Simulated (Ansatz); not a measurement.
# ZrSnS4: one candidate of a structure search, part 2 of 2

Aim: relax a trial structure of ZrSnS4 and see where it ends.

Ansatz 0.2.0; DFT PBE, scalar-relativistic, plane waves, PAW.

### 4 Final relaxation

The end of the coarse run is made exact in the group found at a tolerance of 0.06 Å and reduced to its primitive cell.

The input, input.yaml:

```yaml
crystal:
  lattice:
    - [4.4928319985, 0.0, 0.0]
    - [0.0, 4.4928319985, 0.0]
    - [0.0, 0.0, 6.4134769513]
  atoms:
    - { symbol: Zr, position: [0.5, 0.5, 0.5] }
    - { symbol: Sn, position: [0.0, 0.0, 0.0] }
    - { symbol: S, position: [0.5, 0.0, 0.2683368145] }
    - { symbol: S, position: [0.0, 0.5, 0.7316631855] }
    - { symbol: S, position: [0.5, 0.0, 0.7316631855] }
    - { symbol: S, position: [0.0, 0.5, 0.2683368145] }
basis:
  ecutwfc: 420
kpoints:
  mp_grid: { grid: [8, 8, 6] }
hamiltonian:
  xc: pbe
scf:
  occupations: { method: gaussian, width: 0.1 }
output:
  forces: true
  stress: true
  eigenvalues: true
relax:
  adjacent_minimum: "off"
  f_tol: 0.01
  max_steps: 80
  cell: { stress_tol: 0.05 }
```

Run with:

```bash
ansatz run input.yaml --threads 1 --pin off --max-ram 2048MiB --backend cpu --events-out ev --progress --plain --runs-dir out
```

The log of the run (excerpt; [...] marks lines left out):

```text
Warning: RAYON_NUM_THREADS=1 ignored (pool sized by the plan → 1); use --threads N
[...]
Pseudopotentials: kind: paw
Pseudopotential: Zr, paw, valence charge 12, recommended cutoff 420 eV (normal), Zr.paw.azcp
Pseudopotential: Sn, paw, valence charge 14, recommended cutoff 420 eV (normal), Sn.paw.azcp
Pseudopotential: S, paw, valence charge 6, recommended cutoff 420 eV (normal), S.paw.azcp
Functional definition: PBE
[...]
Crystal: 6 atoms, lattice volume = 129.459 Å³
Basis set: ecut = 420 eV, 2493 PW (Γ), exchange–correlation on 64×64×90 points (8 copies of the dense FFT grid, shifted against one another)
Bands: 31, of which v1, the nominal top of the filled ones, is band 25 counted from 1 (24 counted from 0)
Symmetry: 16 space group operations
Space group: P4/mmm (ITA 123), of the structure as read, at distance tolerance 5.1e-5 Å
k-points: 60 of 384
[...]
        0.000000       0.002988       0.000000
        0.000000       0.000000       0.043856
  P = ⅓ Tr σ = 0.0166 GPa (0.166 kbar)
--- Band table (eV; the first three rows and the last of 60) ---
[...]
--- Relaxed structure (4 steps of the walk, 4 accepted, 1 SCFs on fresh bases) ---
  F+E_penalty+E_count = -13820.14245858 eV   max|allowed force component| = 3.225e-4 eV/Å   (the final SCF, on the basis selected at the relaxed cell)
  cell:  # Å, volume = 128.9274 Å³
    - [4.510356872291131, 1.0690451558592412e-34, 0.0]
    - [1.0690451558592412e-34, 4.510356872291131, 0.0]
    - [0.0, 0.0, 6.3375800344410065]
  atoms:
    - { symbol: Zr, position: [0.5, 0.5, 0.5] }
    - { symbol: Sn, position: [-5.497880765077757e-36, 6.6979258051708705e-37, 3.944514166563048e-20] }
    - { symbol: S, position: [0.5, 1.3395851610341756e-36, 0.26691049265245204] }
    - { symbol: S, position: [6.223489393971267e-36, 0.5, 0.733089507347548] }
    - { symbol: S, position: [0.5, -1.3395851610341743e-36, 0.733089507347548] }
    - { symbol: S, position: [6.223489393971267e-36, 0.5, 0.26691049265245204] }
```

Run time: 65 s. Hardware: 1 thread of Intel Xeon Platinum 8488C (Sapphire Rapids), shared host; peak memory 0.59 GiB.

Relaxation path:

```
step  E - E(step 1) (eV/cell)  largest force component (eV/Å)  pressure (GPa)  volume (Å³)
   1                   0.0000                          0.0377           -0.12       129.46
   2                  -0.0016                          0.0317            0.07       128.77
   3                  -0.0023                          0.0133            0.01       128.91
   4                  -0.0025                          0.0003            0.02       128.93
   5                  -0.0024                          0.0003            0.02       128.93
```

Step 1 is the start. Step 5 repeats the geometry before it on a plane-wave basis chosen anew for that cell, so its energy need not be comparable with the rows above.

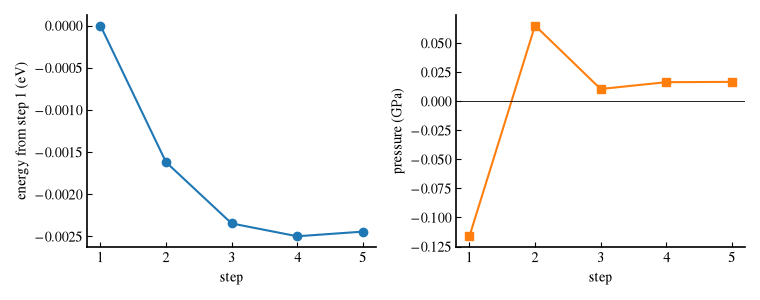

Energy and pressure along the relaxation.

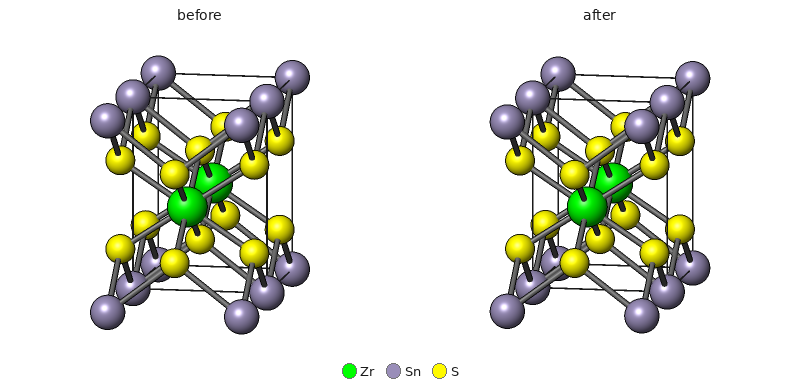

Before and after, at one scale. The change is too small to see at this scale.

|  | before | after | change |
| --- | --- | --- | --- |
| a (Å) | 4.493 | 4.510 | +0.4 % |
| b (Å) | 4.493 | 4.510 | +0.4 % |
| c (Å) | 6.413 | 6.338 | -1.2 % |
| volume (Å³/atom) | 21.58 | 21.49 | -0.4 % |
| shortest distance (Å) | 2.693 | 2.696 | +0.1 % |
| space group (0.01 Å) | P4/mmm | P4/mmm | same |

The run keeps the 16 symmetry operations of the start, so it could not have lowered the symmetry.

### 5 Variant: ecutwfc 250 eV

The input, input.yaml:

```yaml
crystal:
  lattice:
    - [4.5103568723, 0.0, 0.0]
    - [0.0, 4.5103568723, 0.0]
    - [0.0, 0.0, 6.3375800344]
  atoms:
    - { symbol: Zr, position: [0.5, 0.5, 0.5] }
    - { symbol: Sn, position: [0.0, 0.0, 0.0] }
    - { symbol: S, position: [0.5, 0.0, 0.2669104927] }
    - { symbol: S, position: [0.0, 0.5, 0.7330895073] }
    - { symbol: S, position: [0.5, 0.0, 0.7330895073] }
    - { symbol: S, position: [0.0, 0.5, 0.2669104927] }
basis:
  ecutwfc: "250 eV"
kpoints:
  mp_grid: { grid: [8, 8, 6] }
hamiltonian:
  xc: pbe
scf:
  occupations: { method: gaussian, width: 0.1 }
output:
  forces: true
  eigenvalues: true
  stress: true
```

Run with:

```bash
ansatz run input.yaml --threads 1 --pin off --max-ram 2048MiB --backend cpu --events-out ev --progress --plain --runs-dir out
```

The log of the run (excerpt; [...] marks lines left out):

```text
Warning: basis.ecutwfc = 250 eV is below the records' recommended 420 eV, and the density's cutoff is lower with it unless basis.ecutrho_ratio is high enough to keep the records' density cutoff: compare with a run at a higher cutoff
Warning: RAYON_NUM_THREADS=1 ignored (pool sized by the plan → 1); use --threads N
[...]
Pseudopotentials: kind: paw
Pseudopotential: Zr, paw, valence charge 12, recommended cutoff 420 eV (normal), Zr.paw.azcp
Pseudopotential: Sn, paw, valence charge 14, recommended cutoff 420 eV (normal), Sn.paw.azcp
Pseudopotential: S, paw, valence charge 6, recommended cutoff 420 eV (normal), S.paw.azcp
Functional definition: PBE
[...]
Crystal: 6 atoms, lattice volume = 128.927 Å³
Basis set: ecut = 250 eV, 1141 PW (Γ), exchange–correlation on 48×48×72 points (8 copies of the dense FFT grid, shifted against one another)
Bands: 31, of which v1, the nominal top of the filled ones, is band 25 counted from 1 (24 counted from 0)
Symmetry: 16 space group operations
[...]
k-points: 60 of 384
[...]
SCF iter   1: F=—  HF=-13819.181643 eV  |F-HF|=—  |Δ(HF+E_count)|=         —  Δρ=6.52e-3  dr2=1.97e-2  ethr=1.77e-3  ⟨swp⟩=5.4  Hψ=8255  notcnv=0
[...]
SCF iter   7: F=-13819.175393 eV  HF=-13819.175393 eV  |F-HF|=1.74e-9  |Δ(HF+E_count)|=   4.02e-8  Δρ=1.92e-6  dr2=6.44e-9  ethr=2.00e-10  ⟨swp⟩=7.9  Hψ=7578  notcnv=0
[...]
SCF converged after 7 iterations
Free energy (F): -13819.175393 eV
[...]
E sigma→0 (E₀):  -13819.165556 eV
Entropy (-TS):   -0.019674 eV (-3.279 meV/atom)
Fermi energy:    8.298349 eV
[...]
--- Forces (eV/Å), atoms counted from 1 ---
  atom   1  Zr     0.00000000    -0.00000000    -0.00000000
  atom   2  Sn     0.00000000     0.00000000     0.00000000
  atom   3  S      0.00000000     0.00000000    -0.00235257
  atom   4  S     -0.00000000     0.00000000     0.00235257
  atom   5  S     -0.00000000     0.00000000     0.00235257
  atom   6  S      0.00000000     0.00000000    -0.00235257
[...]
--- Stress (GPa, compression-positive) ---
        0.458873       0.000000       0.000000
        0.000000       0.458873       0.000000
        0.000000       0.000000       0.527616
  P = ⅓ Tr σ = 0.4818 GPa (4.818 kbar)
--- Band table (eV; the first three rows and the last of 60) ---
[...]
```

It took 5.2 s on 1 thread of Intel Xeon Platinum 8488C (Sapphire Rapids), shared host; peak memory 0.45 GiB.

```csv
run,ending,energy change,pressure (GPa),gap (eV),force (eV/Å),cycles,time
step 4,converged,0,0.0,0.00,0.00,-,65 s
variant,converged,+161.2 meV/atom,0.5,0.00,0.00,7,5.2 s
```

Changing the cutoff moves the energy by +161.2 meV/atom, and the pressure goes from 0.0 to 0.5 GPa. The lower cutoff gives the higher energy: the smaller basis describes the state less well. The log warns that the cutoff is under what these potentials recommend, so the shift is basis error. The variant is not converged in its settings.

### 6 What came out

The summary covers parts 1 to 2. Changes of volume or cell count from the first structure of part 1.

| quantity | value |
| --- | --- |
| symmetry at the end (tolerance 0.05 Å) | space group P4/mmm (No. 123) |
| conventional cell | a = 4.510 Å, b = 4.510 Å, c = 6.338 Å, α = 90.00°, β = 90.00°, γ = 90.00° |
| volume | 21.49 Å³/atom |
| energy over the elements, grey Sn | -0.64 eV/atom |
| gap on the mesh | none (metal) |

**Reading.** The space group P4/mmm (No. 123) is kept, and the volume per atom grows by 12.9 % from the first guess. It lies below the elements, which doesn't yet make it stable: competing phases were not computed in this session. No finished test with a distortion of lower symmetry is shown, so the end may be a saddle point.
